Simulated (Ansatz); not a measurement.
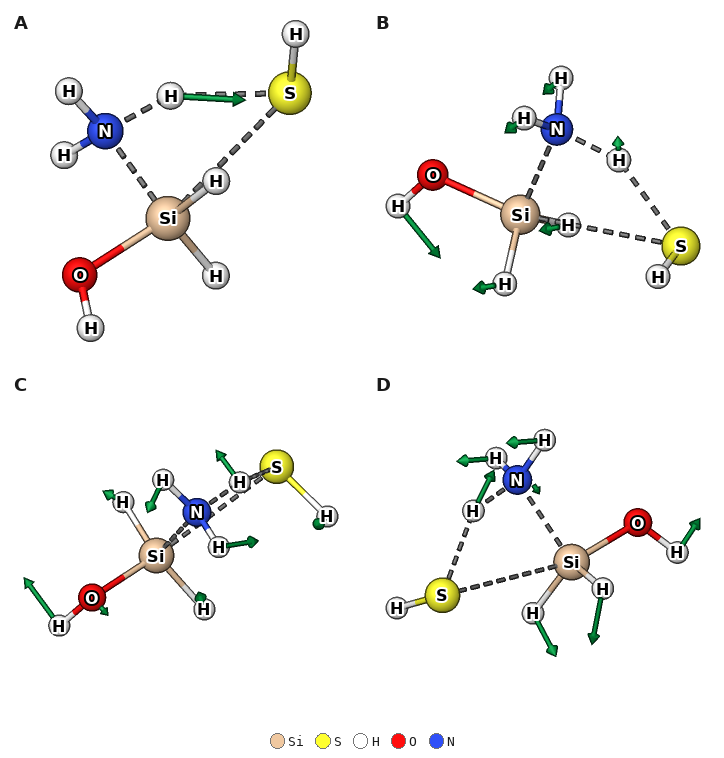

4 normal modes of one molecule or complex, as arrows. Broken sticks mark bonds that form or break. Harmonic vibrations computed with RKS PBE0-D4/def2-TZVP (Ansatz 0.2.0) at a stationary point of the same level. It is a saddle point of order 1.

**Match the panels to the wavenumbers 472i cm⁻¹, 225 cm⁻¹, 745 cm⁻¹, 960 cm⁻¹.**

A: 472i cm⁻¹
B: 745 cm⁻¹
C: 225 cm⁻¹
D: 960 cm⁻¹
